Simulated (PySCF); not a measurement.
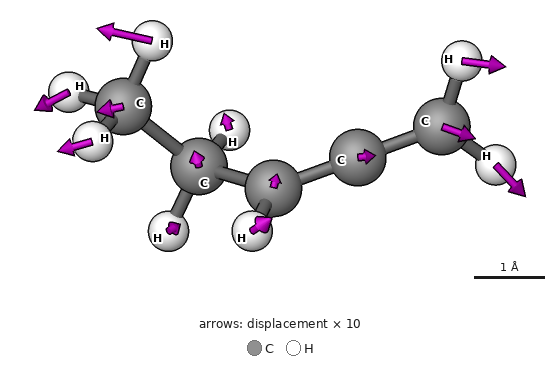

This is a relaxation of C5H8. The starting structure is drawn; purple arrows show the displacements, 10 times their true length. The two geometries are superimposed by the best rigid fit.

Style: ball-and-stick. Shown at a tilt.

The start comes from GFN2-xTB.

Theory: PySCF 2.14.0, density-fitted response routines, PBE0-D3(BJ)/def2-SVP geometry optimisation, gas phase. 

Q: Which element moves most?

A: Hydrogen: up to 0.084 Å, against 0.053 Å for carbon.

Q: Describe the change and its energy.

A: The energy falls by 1.19 kcal/mol in 3 geometry steps. Largest force component: 0.76 eV/Å at the start, 0.015 eV/Å at the end. The largest move after the best rigid fit is that of an H atom, 0.084 Å. Largest moves by element: H 0.084 Å, C 0.053 Å. Some distances before and after: C–H 1.079 → 1.095 Å, C–C 1.295 → 1.309 Å, C–H 1.094 → 1.104 Å. Among the angles between lasting bonds that change: C–C–H 120.0° → 117.8°. The run took roughly 40 core-seconds on a shared host.
